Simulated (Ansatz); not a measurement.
**C$_{2}$H$_{9}$AsSi (SMILES C[SiH2]C[AsH2]): density, localisation and related maps**

```xyz
13

C    -1.2272    0.4283    1.5793
Si   -0.5612   -0.8190    0.3160
C     1.1502   -0.3177   -0.3382
As    1.2874    1.4771   -1.2672
H    -0.5211    0.5486    2.4269
H    -1.3822    1.4238    1.1180
H    -2.1981    0.0861    1.9921
H    -1.5053   -0.9253   -0.8492
H    -0.4695   -2.1773    0.9629
H     1.8959   -0.2956    0.4841
H     1.5138   -1.0677   -1.0710
H     0.6729    2.2922   -0.1042
H    -0.0908    1.3904   -1.9692
```

The calculation used RKS BLYP-D4/def2-SVP in Ansatz.

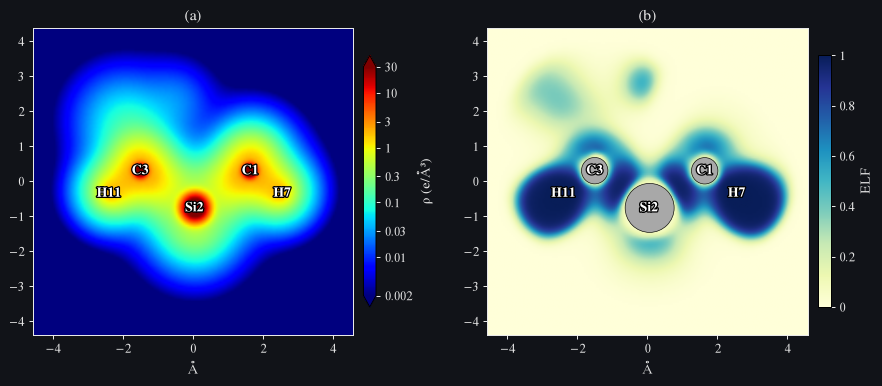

Figure 1. (a) electron density; (b) electron localisation function on the plane of atoms Si2, C1 and H7. Grey discs cover the atomic cores in the ELF map.

What do the fields say about this system?

Answer. Atoms in the plane: C, Si and H. C–Si (1.90 Å): the density is about 0.92 e/Å³ at the midpoint; the ELF peaks at about 0.95 between the atoms: a shared electron pair. C–H (1.11 Å): ρ at the midpoint is about 1.8 e/Å³; the ELF climbs to about 1 towards the hydrogen, as it does in any bond to H: an ordinary covalent bond to hydrogen.

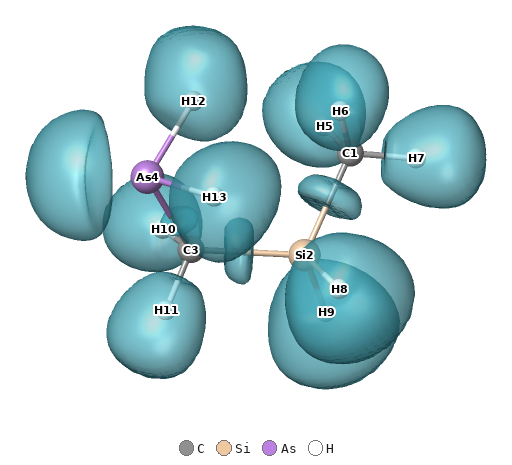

Figure 2. Isosurface of the electron localisation function at 0.85 (cyan), seen at a tilt. Only the valence region is drawn (cores and ρ < 0.01 e/Å³ removed).

Where are the electrons localised?

Answer. The surface consists of one region between bonded As–C atoms (shared pairs), two regions between bonded C–Si atoms (shared pairs), nine regions around hydrogen nuclei and one lobe on As, pointing away from the bonds (lone pairs).


 C–As (2.03 Å): the ELF peaks at about 0.90 between the atoms (a shared electron pair).

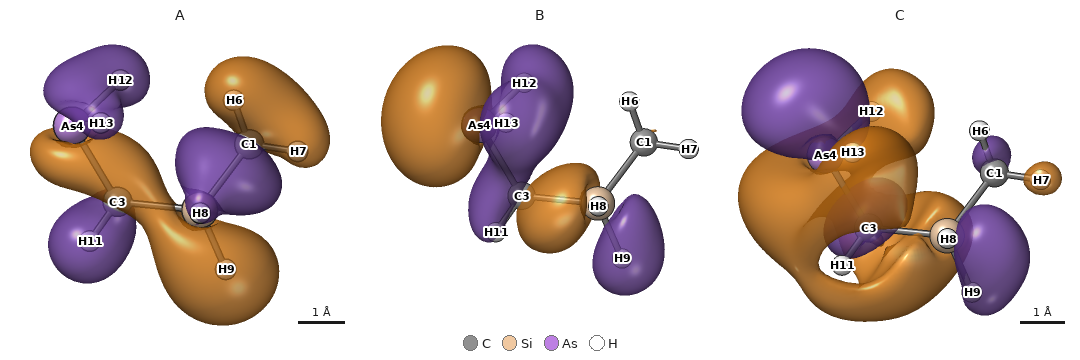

Figure 3. Three frontier orbitals at ±0.06 Å⁻³ᐟ² (orange and purple are the two phases), in no order.

Which picture is the HOMO−1, the HOMO and the LUMO?

Answer. A is the HOMO−1 (−7.30 eV). By Hirshfeld shares it lies mainly on C1 (about 25 %), Si2 (about 25 %), H9 (about 15 %), C3 (about 10 %) and As4 (about 5 %). B is the HOMO (−5.91 eV). By Hirshfeld shares it lies mainly on As4 (about 60 %), C3 (about 15 %) and Si2 (about 10 %). C is the LUMO (−0.29 eV). Its weight (Hirshfeld) is mainly on As4 (about 50 %), C3 (about 15 %) and Si2 (about 10 %).

What is the HOMO–LUMO gap?

Answer. 5.62 eV between the orbital energies.

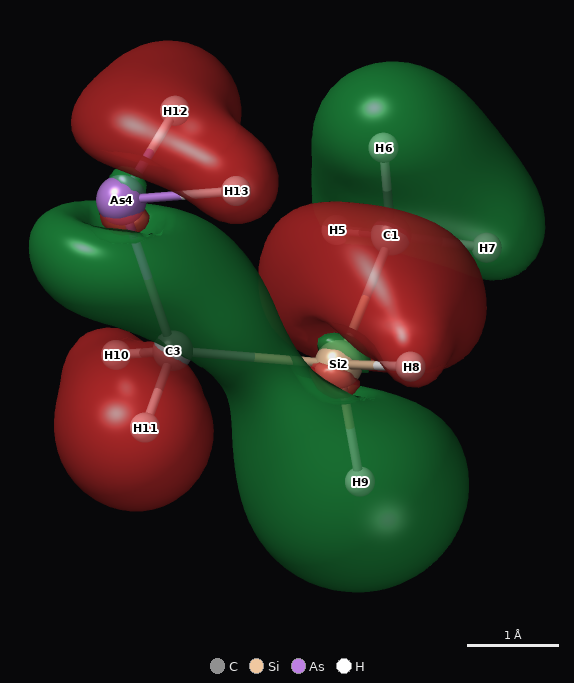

Figure 4. The HOMO−1 at ±0.06 Å⁻³ᐟ² (green and red are the two phases), seen at an oblique angle.

Describe this orbital and give its energy.

Answer. By Hirshfeld shares it lies mainly on C1 (about 25 %), Si2 (about 25 %), H9 (about 15 %), C3 (about 10 %) and As4 (about 5 %). Its energy is −7.30 eV.
